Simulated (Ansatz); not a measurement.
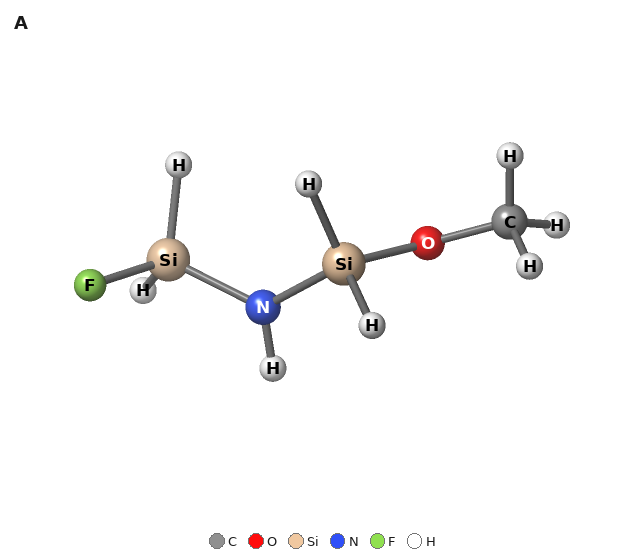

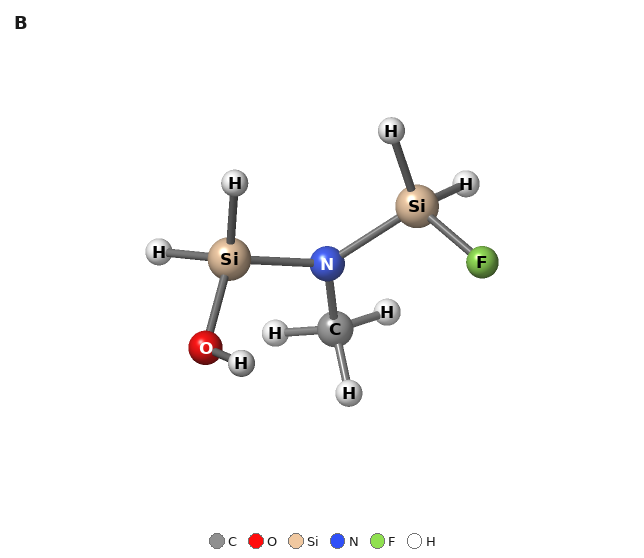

2 stationary structures of one formula. Geometries: PBE0-D4/def2-TZVP. Electronic energies: CCSD(T)/CBS (MP2 limit from def2-TZVPP and def2-QZVPP plus CCSD(T) − MP2) (Ansatz 0.2.0), without zero-point energy. No frequency run is at hand to confirm each as a minimum. Each is one conformer, not always the lowest.

Which structure is the most stable?

Answer. B is lowest; A lies 17.7 kJ/mol above it. A is `CO[SiH2]N[SiH2]F`, B is `CN([SiH2]O)[SiH2]F`.
